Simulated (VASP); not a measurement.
Band structure of Cr (bcc, AFM order). Level of theory: rev-vdW-DF2, VASP's PBE PAW potentials (set 64) (plane waves; VASP 6.6.1).

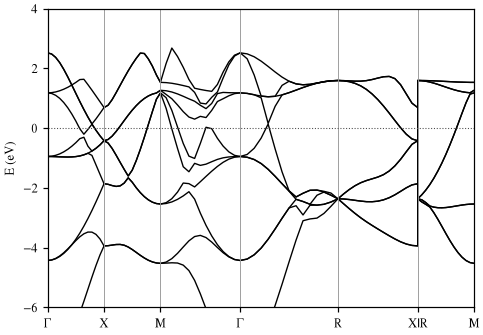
Fig. 1. Bands along high-symmetry lines, zero at the valence-band maximum or, without a gap, the Fermi level

### Question
Read the plot: is there a gap, and where are the band edges?

### Answer
It has no gap at this level: it comes out as a metal or semimetal. (Edges off the drawn lines would not show.)

The compound is Cr in the bcc, AFM order structure. It was relaxed first, which changed the volume by -5 %. The run is not spin-polarised, so no magnetic state was tried.
